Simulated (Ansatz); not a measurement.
# Geometry relaxation of CH5MoNOS2

The run: geometry relaxation of CH5MoNOS2, SMILES C[O][Mo]([NH2])(=[S])=[S]. Method and program: RKS PBE/def2-SVP (Ansatz 0.2.0).

The run did not end well. The geometry comes from this level: PBE0-D4/def2-TZVP.

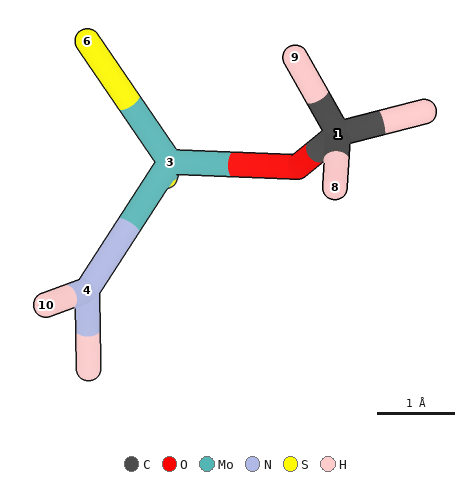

**Figure 1.** The structure as given in the input (stick view, seen at a tilt; atoms are numbered from 1 in the order of the input). Sticks mark near contacts. Bond lengths as drawn: C–H 1.00 to 1.25 Å, C–O 1.23 Å, H–N 0.87 to 1.25 Å, Mo–N 2.07 Å, Mo–O 1.84 Å and Mo–S 2.09 to 2.11 Å.

Input
```yaml
crystal:
  periodic: [false, false, false]
  atoms:
    - {symbol: C, position_ang: [-0.518197, -1.129758, 1.569848]}
    - {symbol: O, position_ang: [0.351975, -0.564899, 0.907153]}
    - {symbol: Mo, position_ang: [0.479323, 0.920918, -0.168919]}
    - {symbol: N, position_ang: [0.149787, 0.339270, -2.126073]}
    - {symbol: S, position_ang: [2.373617, 1.831421, -0.309425]}
    - {symbol: S, position_ang: [-1.159116, 2.157246, 0.223172]}
    - {symbol: H, position_ang: [-0.038741, -1.571710, 2.547836]}
    - {symbol: H, position_ang: [-0.933725, -1.856650, 1.018714]}
    - {symbol: H, position_ang: [-1.495215, -0.416420, 1.897043]}
    - {symbol: H, position_ang: [-0.543949, 0.260011, -2.651310]}
    - {symbol: H, position_ang: [1.128714, 0.049736, -2.847820]}
basis:
  gaussian: {orbitals: def2-SVP}
hamiltonian: {xc: {name: PBE}}
relax: {f_tol: 0.001, max_steps: 3}
```

Run on 4 threads of Arm Neoverse V1, 23 GiB of memory available, shared host.

Launch command:
```bash
ansatz run in.yaml --threads 4 --pin off --events-out ev --progress --plain --max-ram 11315MiB
```

The program's output
```
Functional definition: PBE
  name "PBE"
  cite "Perdew, Burke & Ernzerhof, Phys. Rev. Lett. 77, 3865 (1996) doi:10.1103/PhysRevLett.77.3865"
  parent pbe
  parameter kappa = 0.804
  parameter beta = 0.06672455060314922
  exchange = pbe_x(kappa = kappa, mu = beta*pi^2/3)
  correlation = pbe_c(beta = beta)
1476 factors; their error is unknown
mean field evaluation 1: about -28142.3966 eV, gradient 8.8e1 eV
mean field evaluation 2: about -27941.3023 eV, gradient 2.7e2 eV
mean field evaluation 4: about -28120.2081 eV, gradient 1.3e2 eV
mean field evaluation 8: about -28159.5455 eV, gradient 2.8e-1 eV
mean field -28159.54591596 eV, -1034.8442251859 hartree, gradient 2.3e-5 eV, S^2 0.000000; 0 other end points of the search recorded, 0 dependent functions left out
the calculation of the forces begins
reference -28159.54598140 eV, -1034.8442275908 hartree; 36, 36 occupied and 98, 98 virtual orbitals, 1476 factors
relax step   1: F+E_penalty+E_count = -28159.54591596 eV  Δ(F+E_penalty+E_count) = +0.000e0 eV  max|allowed force component| = 1.295e1 eV/Å  Δτ_max = 0.0000 Å  (58 SCF iters, accepted)
these checks for a lower state are left out or cut short: starts, cluster_reference, orbital_swaps, neighbouring_geometries, increment
1476 factors; their error is unknown
mean field evaluation 16: about -28162.3614 eV, gradient 2.1e-1 eV
mean field -28162.28874508 eV, -1034.9450222967 hartree, gradient 1.4e-5 eV, S^2 0.000000; 0 other end points of the search recorded, 0 dependent functions left out
the calculation of the forces begins
reference -28162.28881326 eV, -1034.9450248025 hartree; 36, 36 occupied and 98, 98 virtual orbitals, 1476 factors
relax step   2: F+E_penalty+E_count = -28162.28874508 eV  Δ(F+E_penalty+E_count) = -2.743e0 eV  max|allowed force component| = 2.837e0 eV/Å  Δτ_max = 0.1977 Å  (41 SCF iters, accepted)
these checks for a lower state are left out or cut short: starts, cluster_reference, orbital_swaps, neighbouring_geometries, increment
1476 factors; their error is unknown
mean field -28162.57075233 eV, -1034.9553858719 hartree, gradient 1.5e-5 eV, S^2 0.000000; 0 other end points of the search recorded, 0 dependent functions left out
the calculation of the forces begins
reference -28162.57082044 eV, -1034.9553883749 hartree; 36, 36 occupied and 98, 98 virtual orbitals, 1476 factors
relax step   3: F+E_penalty+E_count = -28162.57075233 eV  Δ(F+E_penalty+E_count) = -2.820e-1 eV  max|allowed force component| = 9.375e-1 eV/Å  Δτ_max = 0.0756 Å  (35 SCF iters, accepted)
```

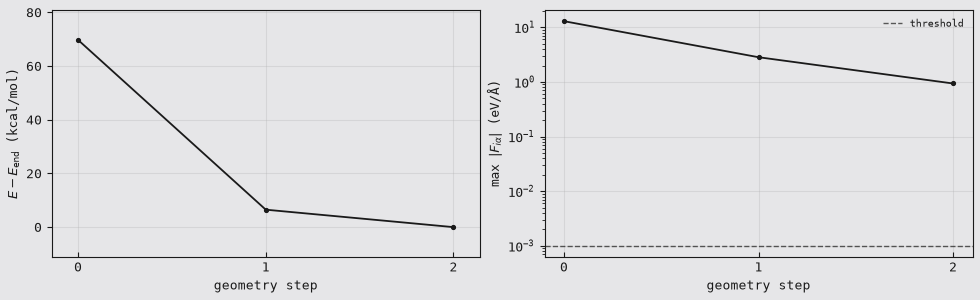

**Figure 2.** Progress of the relaxation, step by step (the first geometry is step 0 here and step 1 in the log).

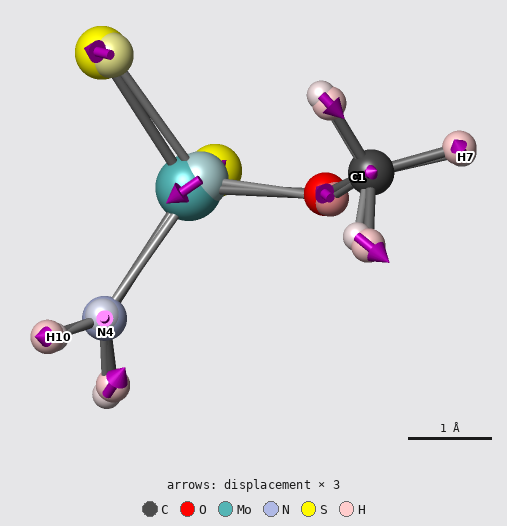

**Figure 3.** Start (faint) and end (solid) with the displacements as pink arrows, magnified 3 times (ball-and-stick view, seen at a tilt). The two geometries are laid on each other by the best rigid fit. The relaxation stopped without meeting its thresholds, so the last structure isn't shown to be converged. H8 moves most after the best rigid fit: 0.19 Å. By element the largest moves are H 0.19 Å, Mo 0.17 Å, S 0.16 Å, O 0.11 Å, N 0.07 Å, C 0.06 Å. Distances before and after: N4–H11 1.250 → 1.033 Å, N4–H10 0.874 → 1.029 Å, Mo3–N4 2.068 → 1.914 Å, C1–O2 1.231 → 1.376 Å. Among the angles that change: O2–Mo3–S5 116.8° → 108.9°, N4–Mo3–S5 101.6° → 108.0°, Mo3–N4–H10 136.1° → 130.5°. Over 2 geometry steps the energy falls by 69.8 kcal/mol. The largest force component goes from 13 to 0.94 eV/Å. (Atoms are counted from 1 in the order of the input.)

```
Error: geometry relaxation did not converge after 3 steps: max|allowed force component| = 9.37e-1 eV/Å (threshold 1.0e-3). Raise `relax.max_steps` over both its present limit and 3, loosen `relax.f_tol`, or start from a geometry closer to equilibrium. Where this run's directory can be resumed (`checkpoint.write`), a resume goes on for up to `relax.max_steps` more
```

Trajectory as extended XYZ (Å, eV, eV/Å), 3 frames, from step=1 to step=3
```
11
Properties=species:S:1:pos:R:3:forces:R:3 step=1 energy=-28159.54592
C    -0.5182   -1.1298    1.5698   -5.3175  -0.3426   8.7320
O     0.3520   -0.5649    0.9072    6.5251   4.5135  -4.1517
Mo    0.4793    0.9209   -0.1689   -0.4259  -1.2663  -4.5227
N     0.1498    0.3393   -2.1261   12.9512   0.2571   5.6561
S     2.3736    1.8314   -0.3094    0.9364   0.5657   0.4368
S    -1.1591    2.1572    0.2232   -0.7772   0.9361   0.4993
H    -0.0387   -1.5717    2.5478   -1.0294   0.2916  -0.9271
H    -0.9337   -1.8566    1.0187   -2.2916  -3.9942  -2.1393
H    -1.4952   -0.4164    1.8970    1.9882  -1.3144  -0.4191
H    -0.5439    0.2600   -2.6513   -8.9093  -0.8192  -6.1198
H     1.1287    0.0497   -2.8478   -3.6502   1.1728   2.9554
11
Properties=species:S:1:pos:R:3:forces:R:3 step=2 energy=-28162.28875
C    -0.5288   -1.1531    1.5977   -2.3608  -0.3366   2.8369
O     0.3911   -0.4942    0.8966    1.8004   1.7545  -1.6000
Mo    0.4906    0.9013   -0.3653    0.2191   1.2331   1.5323
N     0.1852    0.2847   -2.1364    2.3549  -0.5157  -1.2465
S     2.4199    1.9117   -0.1860   -0.8337  -0.6390  -0.2297
S    -1.0689    2.2956    0.2002    0.5123  -0.6322  -0.3629
H    -0.1180   -1.5358    2.5897   -0.0766   0.1296  -0.6848
H    -0.9204   -1.9932    1.0355   -0.3647  -0.9493  -0.4089
H    -1.4610   -0.5239    1.9066    1.0329  -0.3858  -0.4709
H    -0.6305    0.2621   -2.7205   -1.0273   0.0254  -0.3680
H     1.0352    0.0640   -2.7578   -1.2565   0.3162   1.0026
11
Properties=species:S:1:pos:R:3:forces:R:3 step=3 energy=-28162.57075
C    -0.5431   -1.1610    1.6103   -0.9375  -0.4678   0.8293
O     0.3947   -0.4601    0.8871    0.6130   0.5696  -0.6062
Mo    0.4839    0.9553   -0.3402    0.0115  -0.1345   0.4864
N     0.2218    0.3508   -2.1372    0.1695  -0.3375  -0.6379
S     2.4265    1.8572   -0.2201   -0.0993   0.0084  -0.0006
S    -1.1045    2.2934    0.1503    0.0110   0.0933  -0.0476
H    -0.1096   -1.5407    2.5682    0.1143   0.0400  -0.1822
H    -0.9300   -2.0412    1.0479    0.0615  -0.0061  -0.0698
H    -1.4298   -0.5352    1.8964    0.1846   0.0083  -0.1637
H    -0.6367    0.2760   -2.6989   -0.0214   0.1014   0.2582
H     1.0214    0.0245   -2.7035   -0.1071   0.1248   0.1341
```

Outcome

- outcome: not converged
- wall time: 6.5 s (CPU time 24 s)
- peak memory: 0.21 GiB

The input was spoiled on purpose: the optimiser is allowed too few steps. The run did not converge: “geometry relaxation did not converge after 3 steps: max|allowed force component| = 9.37e-1 eV/Å (threshold 1.0e-3). Raise `relax.max_steps` over both its present limit and 3, loosen `relax.f_tol`, or start from a geometry closer to equilibrium …” Its last values are not results.
